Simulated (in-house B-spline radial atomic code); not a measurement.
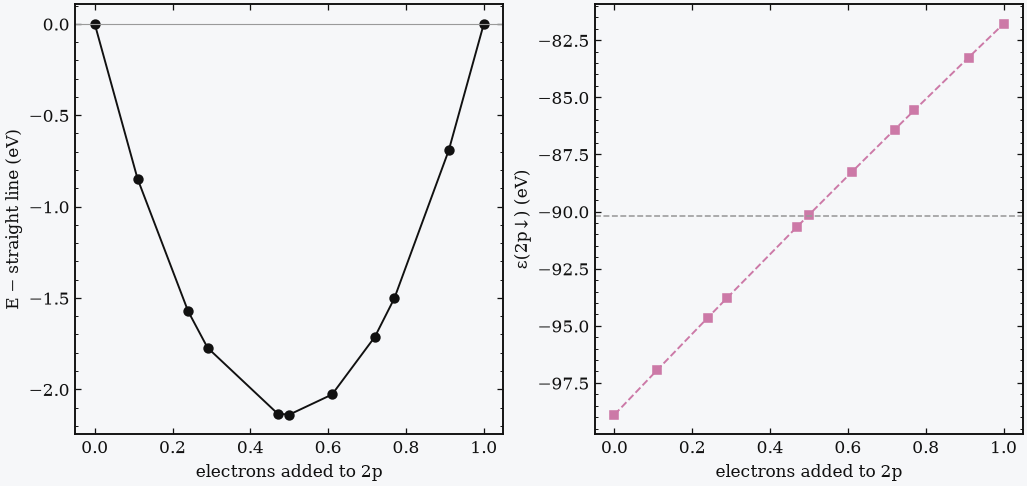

Theory: scalar-relativistic (spin-free one-electron X2C) Hartree-Fock (fractional occupations), spin-polarised, spherical fractional occupations, Fermi nucleus, basis-set limit (computed with an in-house B-spline radial code). The occupation of the 2p shell is varied from Mg³⁺ ([He] 2s2 2p5 (high spin)) to Mg²⁺ ([Ne]), with spherical fractional occupations. The plot shows the total energy less the straight line between the end points, and the eigenvalue of 2p↓ (the dashed line is minus the energy to take the whole electron out).

Is the energy convex or concave in the occupation, and by how much?

Answer. The curve is convex (below the straight line), with the largest deviation among the points computed, −2.14 eV, at 0.5. The end points differ by 90.2 eV, the energy to take the electron out. The eigenvalue, which is the slope of the energy (Janak's theorem), moves from −98.9 eV at 0 to −81.8 eV at 1; for a straight line it would stay constant, and a parabola would sag by an eighth of this change, scaled to a whole electron, 2.14 eV. Hartree-Fock is convex here because the fraction is spread over the degenerate orbitals of the shell. Exact exchange at spherical fractional occupations leaves self-interaction in partly filled shells, which adds to the curvature.
